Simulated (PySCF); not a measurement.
System: MgPb (charge +1, doublet).

```xyz
2

Mg    0.0000    0.0000   -2.7104
Pb    0.0000    0.0000    0.3126
```

Core potentials replace the inner electrons of Pb.

Computed with PySCF 2.14.0, PBE0/def2-SVPD, non-relativistic Hamiltonian with scalar-relativistic core potentials where named, at a bond length of 3.023 Å.

Question: What will maps of the electron density, electron localisation function and spin density show?

Answer: Mg–Pb (3.02 Å): the density is about 0.2 e/Å³ at the midpoint, with its minimum of 0.17 e/Å³ about 1.2 Å from Mg; the ELF peaks at about 0.65 in the valence shell of Pb, 1.7 Å from its nucleus, and is about 0.55 at the midpoint.
The unpaired spin (1 electron) lies mostly on Pb2 (about 1.0), in electrons by Hirshfeld's partition.

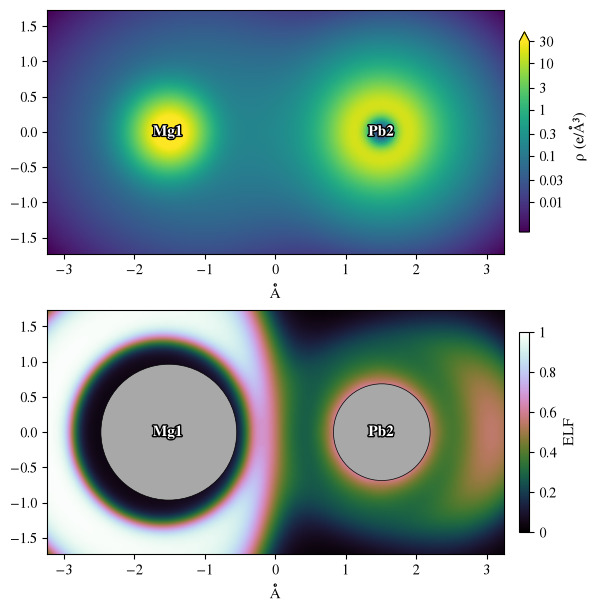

Computed electron density and electron localisation function on a plane that holds the molecular axis, in this order. Grey discs cover the atomic cores in the ELF map. 
